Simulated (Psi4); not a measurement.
Coordinates of CH₅N, SMILES CN (Å):

```xyz
7

C     -0.4746    -0.1387    -0.2818
N      0.8024     0.3912     0.1708
H     -0.9906    -0.8100     0.4273
H     -0.3281    -0.6918    -1.2172
H     -1.1536     0.6919    -0.5081
H      1.4540    -0.3624     0.3761
H      0.6894     0.9191     1.0329
```

Unscaled harmonic wavenumbers and double-harmonic intensities, CAM-B3LYP/pcseg-1 with Psi4, at a geometry relaxed at this level, isolated molecule. Lorentzian lines of 16 cm⁻¹ full width. Close modes add up in the curve.

> Predict the infrared spectrum.

The most intense lines lie at 837.4 cm⁻¹ (171.6 km/mol), 2995.8 cm⁻¹ (87.9 km/mol) and 327.5 cm⁻¹ (42.5 km/mol). It has no imaginary mode, so it is a minimum.

| cm⁻¹ | km/mol |
| --- | --- |
| 327.5 | 42.5 |
| 837.4 | 171.6 |
| 984.8 | 0.1 |
| 1097.6 | 16.3 |
| 1177.7 | 6.2 |
| 1350.6 | 0.4 |
| 1465.6 | 3.0 |
| 1499.4 | 10.3 |
| 1518.2 | 5.3 |
| 1659.8 | 25.2 |
| 2995.8 | 87.9 |
| 3099.3 | 36.5 |
| 3142.2 | 25.7 |
| 3521.0 | 0.1 |
| 3601.2 | 2.6 |

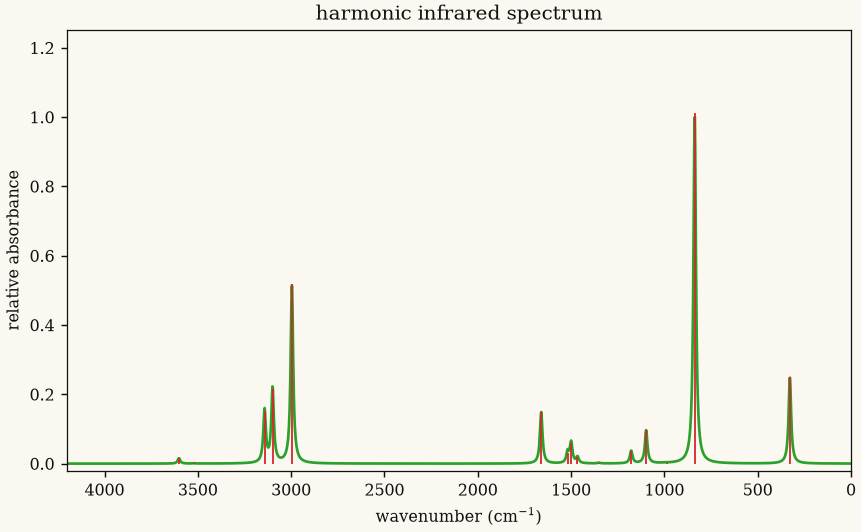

Note: double-zeta basis.
